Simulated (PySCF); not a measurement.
# C3H8AlFO: the cost of one run

Programs: PySCF 2.14.0, with density-fitted response routines of our own. Each step states its level of theory. These are calculated values for one molecule in the gas phase, unless marked as measured. Atoms count from 0, in the outputs and in this text.

## (1) The starting structure

14 atoms, charge 0, multiplicity 1; geometry from: PBE0-D3(BJ)/def2-SVP.

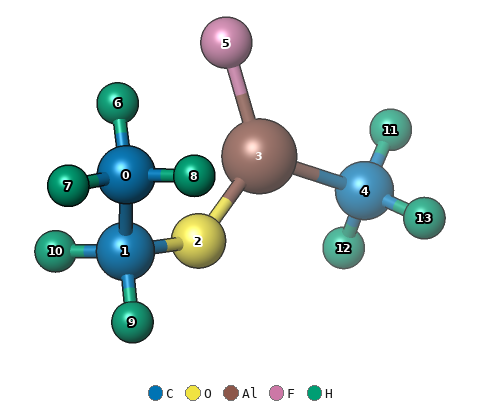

The starting geometry (carbon blue, oxygen yellow, aluminium brown, fluorine pink, hydrogen teal), atoms numbered.

## (2) Shielding tensors: PBE0/6-31G*

Job settings and geometry (Å):

```
{"job": {"kind": "nmr", "xc": "PBE0", "basis": "6-31G*", "pop": true}, "charge": 0, "multiplicity": 1}
C     -2.287878    -0.150592     0.380976
C     -1.257009    -1.027844    -0.302521
O      0.054825    -0.669453     0.004224
Al     1.018251     0.688386     0.282151
C      2.869013     0.489594     0.799575
F      0.339517     2.202660     0.093208
H     -2.171599     0.902643     0.080618
H     -3.309992    -0.470701     0.125427
H     -2.178306    -0.207888     1.475935
H     -1.410898    -2.080743    -0.003442
H     -1.408405    -0.992723    -1.398592
H      3.406962     1.449057     0.807916
H      3.393564    -0.198968     0.117931
H      2.937965     0.052877     1.809449
```

Method: GIAO PBE0/6-31G* NMR shielding, non-relativistic, gas phase.

The run is started by

```bash
$ OMP_NUM_THREADS=1 python probes_run.py task.json out
```

One launch serves the whole session: the jobs run in the order shown.

**Question.** How long does this first job take on 1 thread of Arm Neoverse V1, shared host, and how much memory does it need?

About 10 s, with a peak of 0.57 GiB.
